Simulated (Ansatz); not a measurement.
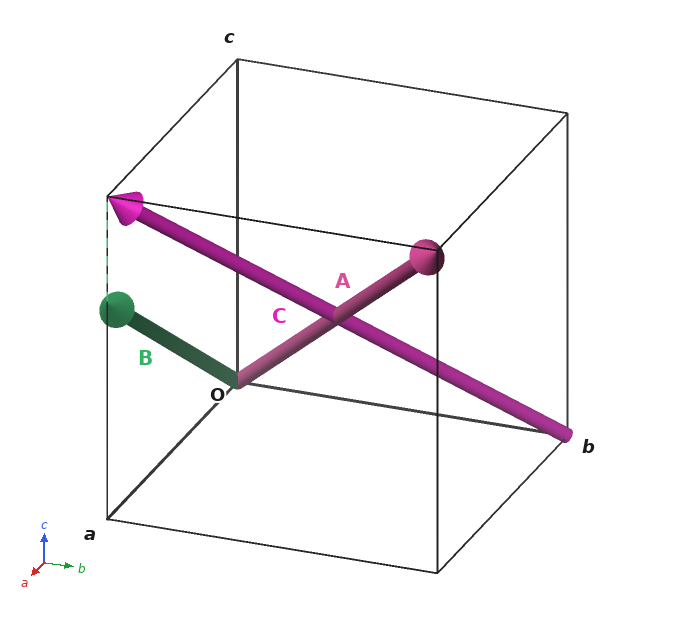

Each arrow starts at a corner of the unit cell and ends on its surface; where a tip isn't a corner, dashed lines run from it parallel to the axes. Crystal: HfO2, coordinates from a relaxation (final pressure about -12 GPa) with Ansatz 0.2.0, DFT, PAW plane waves, pbe. The drawing is computed from the coordinates (standard cell, symmetry found to 0.002 Å).

a = 5.189 Å, b = 5.189 Å, c = 5.189 Å, α = 90.00°, β = 90.00°, γ = 90.00°.

**Index the directions.**

Arrow A runs from (0, 0, 0) to (1, 1, 1), so [1 1 1]; Arrow B runs from (0, 0, 0) to (1, 0, 2/3), so [3 0 2]; Arrow C runs from (0, 1, 0) to (1, 0, 1), so [1 −1 1].

**How long is the vector ua + vb + wc in each case, and what angles do the directions make?**

A 8.988 Å; B 18.710 Å; C 8.988 Å. A–B: 36.8°. A–C: 70.5°. B–C: 36.8°.
